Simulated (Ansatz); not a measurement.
# The cluster In7Sb7: single points with varied inputs

Aim: run the cluster In7Sb7 under a spread of inputs, and see what each costs and gives.

Program: Ansatz 0.2.0, Gaussian basis. Level of theory: the settings change from run to run. These are calculated values, not measurements.

**1. The molecule**

The structure was relaxed beforehand with r2SCAN-D4/def2-SVP. In, Sb take a core potential in def2 sets; no spin-orbit term is included.

14 atoms, charge 0, spin multiplicity 1.

Atoms are counted from 1 here; the program's logs count them from 0.

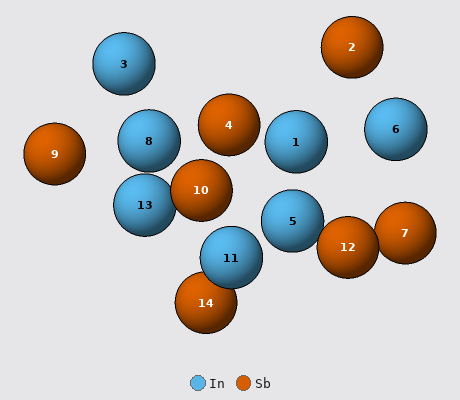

The geometry (indium blue, antimony orange); atoms are numbered from 1 in the order of the file.

**2. RPBE/def2-SVPD**

Options: density fitting with def2-universal-jkfit, D3(BJ) with three-body dispersion.

Contents of in.yaml:

```yaml
crystal:
  periodic: [false, false, false]
  atoms:
    - {symbol: In, position_ang: [0.795782, -1.870563, 1.536851]}
    - {symbol: Sb, position_ang: [-1.182743, -3.766017, 1.796987]}
    - {symbol: In, position_ang: [-1.403201, -0.989499, -4.194889]}
    - {symbol: Sb, position_ang: [-1.243399, -0.471455, -1.133762]}
    - {symbol: In, position_ang: [-1.521369, 1.642382, 0.797372]}
    - {symbol: In, position_ang: [-2.064881, -1.481925, 2.907349]}
    - {symbol: Sb, position_ang: [-2.127332, 1.230755, 3.544906]}
    - {symbol: In, position_ang: [1.550780, -0.915254, -2.003661]}
    - {symbol: Sb, position_ang: [1.465442, 0.397769, -4.458431]}
    - {symbol: Sb, position_ang: [3.198892, -1.069210, 0.245422]}
    - {symbol: In, position_ang: [1.636250, 1.350614, 0.652002]}
    - {symbol: Sb, position_ang: [0.659949, 0.527383, 3.256894]}
    - {symbol: In, position_ang: [-0.022693, 1.763797, -2.509597]}
    - {symbol: Sb, position_ang: [0.231825, 3.624724, -0.411442]}
basis:
  gaussian: {orbitals: def2-SVPD, fitting: {mean_field: def2-universal-jkfit}}
hamiltonian: {xc: {name: RPBE}, dispersion: d3bjatm}
```

On the command line:

```console
$ ansatz run in.yaml --threads 2 --pin off --events-out ev --progress --plain --max-ram 31744MiB --backend cuda --devices 0, --max-vram 18GiB
```

Output:

```text
Functional definition: RPBE
  name "RPBE"
  cite "Hammer, Hansen & Nørskov, Phys. Rev. B 59, 7413 (1999) doi:10.1103/PhysRevB.59.7413"
  cite "Perdew, Burke & Ernzerhof, Phys. Rev. Lett. 77, 3865 (1996) doi:10.1103/PhysRevLett.77.3865"
  parameter kappa = 0.804
  parameter beta = 0.06672455060314922
  exchange = rpbe_x(kappa = kappa, mu = beta*pi^2/3)
  correlation = pbe_c(beta = beta)
3052 factors; integrals over basis functions are off by at most 1.6e-2 eV
mean field evaluation 1: about -82013.9138 eV, gradient 3.6e1 eV
mean field evaluation 2: about -81978.9855 eV, gradient 9.4e1 eV
mean field evaluation 4: about -82017.4560 eV, gradient 1.7e1 eV
mean field evaluation 8: about -82018.6947 eV, gradient 1.2e0 eV
mean field evaluation 16: about -82018.7048 eV, gradient 8.8e-3 eV
mean field evaluation 32: about -82008.5517 eV, gradient 2.7e1 eV
mean field -82018.70482513 eV, -3014.1318080486 hartree, gradient 3.3e-5 eV, S^2 0.000000; 4 other end points of the search recorded, 0 dependent functions left out
reference -82018.70489612 eV, -3014.1318106575 hartree; 154, 154 occupied and 294, 294 virtual orbitals, 3052 factors
Total energy: -82034.42569873 eV, -3014.7095394976 hartree
```

It took 7 s on 1 × H100 (card shared with other runs) with 2 threads of AMD EPYC 7R13, shared host.

**3. B2GP-PLYP/def2-SVPD**

This run has charge -1, multiplicity 2, density fitting with def2-universal-jkfit.

Edit in.yaml of step 2 so:

```diff
@@ -19,2 +19,6 @@
   gaussian: {orbitals: def2-SVPD, fitting: {mean_field: def2-universal-jkfit}}
-hamiltonian: {xc: {name: RPBE}, dispersion: d3bjatm}
+total_charge: -1
+magnetization: {spin_polarized: true, initial_magnetization: 1}
+hamiltonian: {xc: {name: B2GP-PLYP}}
+scf: {omitted_lower_state_checks: [starts]}
+output: {forces: true}
```

The command is unchanged.

Output (excerpt; [...] marks lines left out):

```text
Functional definition: B2GP-PLYP
  name "B2GP-PLYP"
  cite "Karton, Tarnopolsky, Lamère, Schatz & Martin, J. Phys. Chem. A 112, 12868 (2008) doi:10.1021/jp801805p"
  cite "Becke, Phys. Rev. A 38, 3098 (1988) doi:10.1103/PhysRevA.38.3098"
  cite "Lee, Yang & Parr, Phys. Rev. B 37, 785 (1988) doi:10.1103/PhysRevB.37.785"
[...]
3052 factors; integrals over basis functions are off by at most 1.6e-2 eV
[...]
mean field -81845.55848941 eV, -3007.7687975736 hartree, gradient 9.7e-6 eV, S^2 0.780343; 0 other end points of the search recorded, 0 dependent functions left out
56 core orbitals not correlated: weight in the atoms' cores, before any rotation towards them, 1.000 or more for the frozen orbitals, at most 0.000 for the correlated occupied ones
reference -81845.55865655 eV, -3007.7688037161 hartree; 99, 98 occupied and 293, 294 virtual orbitals, 3052 factors
[...]
Atom 5 at    -2.064881    -1.481925     2.907349 Å, force    -0.091162     0.161154     0.074389 eV/Å
Atom 6 at    -2.127332     1.230755     3.544906 Å, force    -0.167558    -0.080438     0.367396 eV/Å
Atom 7 at     1.550780    -0.915254    -2.003661 Å, force    -0.147349    -0.558441     0.039218 eV/Å
Atom 8 at     1.465442     0.397769    -4.458431 Å, force     0.017816     0.179194    -0.305759 eV/Å
Atom 9 at     3.198892    -1.069210     0.245422 Å, force     0.111918     0.102217     0.059690 eV/Å
Atom 10 at     1.636250     1.350614     0.652002 Å, force     0.497939     0.376969     0.012738 eV/Å
Atom 11 at     0.659949     0.527383     3.256894 Å, force    -0.012119     0.015140     0.180958 eV/Å
Atom 12 at    -0.022693     1.763797    -2.509597 Å, force    -0.111500     0.226326    -0.094788 eV/Å
Atom 13 at     0.231825     3.624724    -0.411442 Å, force     0.268903     0.058468     0.110605 eV/Å
Dipole moment:    -0.423528     0.106531     0.267400 e Å
Checks for a lower state left out: starts
```

Wall time 43 s (1 × H100 (card shared with other runs) with 2 threads of AMD EPYC 7R13, shared host); peak host memory 8.3 GiB.

Largest force 0.625 eV/Å, ⟨S²⟩ 0.780.

**4. B3LYP5/def2-SVP**

Options: atoms shaken by 0.08 Å.

Contents of in.yaml:

```yaml
crystal:
  periodic: [false, false, false]
  atoms:
    - {symbol: In, position_ang: [0.760481, -1.880860, 1.452437]}
    - {symbol: Sb, position_ang: [-1.128478, -3.814428, 1.810033]}
    - {symbol: In, position_ang: [-1.558938, -1.022554, -4.267031]}
    - {symbol: Sb, position_ang: [-1.242104, -0.564630, -1.068902]}
    - {symbol: In, position_ang: [-1.472078, 1.424645, 0.801042]}
    - {symbol: In, position_ang: [-2.171811, -1.376735, 2.928724]}
    - {symbol: Sb, position_ang: [-2.201626, 1.193025, 3.702103]}
    - {symbol: In, position_ang: [1.600513, -0.907622, -2.069214]}
    - {symbol: Sb, position_ang: [1.502706, 0.369399, -4.453891]}
    - {symbol: Sb, position_ang: [3.215548, -1.030115, 0.393340]}
    - {symbol: In, position_ang: [1.657798, 1.216546, 0.619278]}
    - {symbol: Sb, position_ang: [0.659010, 0.538800, 3.144573]}
    - {symbol: In, position_ang: [-0.071933, 1.805691, -2.482179]}
    - {symbol: Sb, position_ang: [0.041626, 3.689388, -0.496231]}
basis:
  gaussian: {orbitals: def2-SVP}
hamiltonian: {xc: {name: B3LYP5}}
output: {forces: true}
```

Launched as before.

Output (excerpt; [...] marks lines left out):

```text
Functional definition: B3LYP5
  name "B3LYP5"
  cite "Stephens, Devlin, Chabalowski & Frisch, J. Phys. Chem. 98, 11623 (1994) doi:10.1021/j100096a001"
  cite "Becke, Phys. Rev. A 38, 3098 (1988) doi:10.1103/PhysRevA.38.3098"
  cite "Lee, Yang & Parr, Phys. Rev. B 37, 785 (1988) doi:10.1103/PhysRevB.37.785"
  cite "Vosko, Wilk & Nusair, Can. J. Phys. 58, 1200 (1980) doi:10.1139/p80-159"
[...]
4711 factors; integrals over basis functions are off by at most 2.3e-4 eV
[...]
mean field -81988.95288499 eV, -3013.0384444150 hartree, gradient 6.2e-5 eV, S^2 0.000000; 0 other end points of the search recorded, 0 dependent functions left out
[...]
reference -81988.95324927 eV, -3013.0384578022 hartree; 154, 154 occupied and 210, 210 virtual orbitals, 4711 factors
Total energy: -81988.95324927 eV, -3013.0384578022 hartree
[...]
Atom 4 at    -1.472078     1.424645     0.801042 Å, force    -0.393554     1.098313     0.671858 eV/Å
Atom 5 at    -2.171811    -1.376735     2.928724 Å, force     0.226019    -1.729428    -0.360362 eV/Å
Atom 6 at    -2.201626     1.193025     3.702103 Å, force     0.335288     0.894776    -0.283300 eV/Å
Atom 7 at     1.600513    -0.907622    -2.069214 Å, force     0.337329    -0.395150     0.818861 eV/Å
Atom 8 at     1.502706     0.369399    -4.453891 Å, force    -0.313476     0.347552    -0.477106 eV/Å
Atom 9 at     3.215548    -1.030115     0.393340 Å, force     0.767476    -0.718193    -0.768204 eV/Å
Atom 10 at     1.657798     1.216546     0.619278 Å, force    -0.435769     1.742873    -0.513850 eV/Å
Atom 11 at     0.659010     0.538800     3.144573 Å, force    -0.343466    -0.050765     1.057116 eV/Å
Atom 12 at    -0.071933     1.805691    -2.482179 Å, force     0.017575    -0.581972    -0.599292 eV/Å
Atom 13 at     0.041626     3.689388    -0.496231 Å, force     0.202183    -0.298667     0.738332 eV/Å
Dipole moment:    -0.407574     0.085856    -0.259027 e Å
```

Run time: 11 s. Hardware: 1 × H100 (card shared with other runs) with 2 threads of AMD EPYC 7R13, shared host; peak host memory 2.4 GiB.

Largest force 1.869 eV/Å, dipole 2.36 D.

**5. BLYP/def2-SVP**

Options: finite nuclei, high accuracy.

Contents of in.yaml:

```yaml
crystal:
  periodic: [false, false, false]
  atoms:
    - {symbol: In, position_ang: [0.795782, -1.870563, 1.536851]}
    - {symbol: Sb, position_ang: [-1.182743, -3.766017, 1.796987]}
    - {symbol: In, position_ang: [-1.403201, -0.989499, -4.194889]}
    - {symbol: Sb, position_ang: [-1.243399, -0.471455, -1.133762]}
    - {symbol: In, position_ang: [-1.521369, 1.642382, 0.797372]}
    - {symbol: In, position_ang: [-2.064881, -1.481925, 2.907349]}
    - {symbol: Sb, position_ang: [-2.127332, 1.230755, 3.544906]}
    - {symbol: In, position_ang: [1.550780, -0.915254, -2.003661]}
    - {symbol: Sb, position_ang: [1.465442, 0.397769, -4.458431]}
    - {symbol: Sb, position_ang: [3.198892, -1.069210, 0.245422]}
    - {symbol: In, position_ang: [1.636250, 1.350614, 0.652002]}
    - {symbol: Sb, position_ang: [0.659949, 0.527383, 3.256894]}
    - {symbol: In, position_ang: [-0.022693, 1.763797, -2.509597]}
    - {symbol: Sb, position_ang: [0.231825, 3.624724, -0.411442]}
basis:
  gaussian: {orbitals: def2-SVP, nuclear_model: gaussian}
hamiltonian: {xc: {name: BLYP}}
accuracy: high
scf: {omitted_lower_state_checks: [starts]}
```

The command is unchanged.

Output (excerpt; [...] marks lines left out):

```text
Functional definition: BLYP
  name "BLYP"
  cite "Becke, Phys. Rev. A 38, 3098 (1988) doi:10.1103/PhysRevA.38.3098"
  cite "Lee, Yang & Parr, Phys. Rev. B 37, 785 (1988) doi:10.1103/PhysRevB.37.785"
[...]
9512 factors; integrals over basis functions are off by at most 2.2e-8 eV
[...]
mean field -81975.85304668 eV, -3012.5570342365 hartree, gradient 9.3e-8 eV, S^2 0.000000; 0 other end points of the search recorded, 0 dependent functions left out
reference -81975.85311641 eV, -3012.5570367990 hartree; 154, 154 occupied and 210, 210 virtual orbitals, 9512 factors
Total energy: -81975.85311641 eV, -3012.5570367990 hartree
Checks for a lower state left out: starts
```

Wall time 28 s (1 × H100 (card shared with other runs) with 2 threads of AMD EPYC 7R13, shared host); peak host memory 2.4 GiB.

**6. All runs side by side**

```
              level  charge  multiplicity  geometry  functions  energy (eV)  time
     RPBE/def2-SVPD       0             1   relaxed        448   -82034.426   7 s
B2GP-PLYP/def2-SVPD      -1             2   relaxed        448   -81864.264  43 s
    B3LYP5/def2-SVP       0             1    shaken        364   -81988.953  11 s
      BLYP/def2-SVP       0             1   relaxed        364   -81975.853  28 s
```

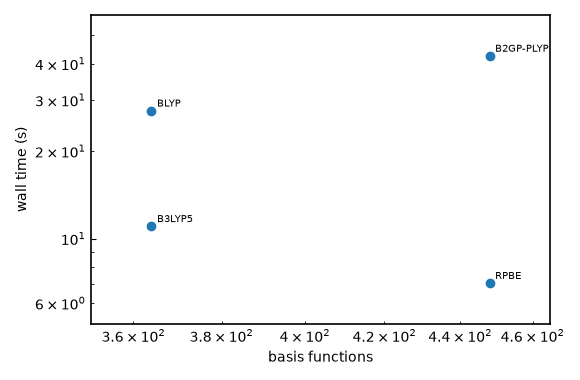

Wall time against the number of basis functions (shared host).

**7. What came out**

| quantity | value |
| --- | --- |
| runs | 4 |
| quickest | RPBE/def2-SVPD, 7 s |
| slowest | B2GP-PLYP/def2-SVPD, 43 s |
| spread of total energies, same state and geometry | 58.6 eV |

What this shows: B2GP-PLYP/def2-SVPD took 6 times as long as RPBE/def2-SVPD. The jobs differ in tasks and options as well as level. Total energies at one charge and spin differ by 59 eV between levels, so only differences within one level mean anything.
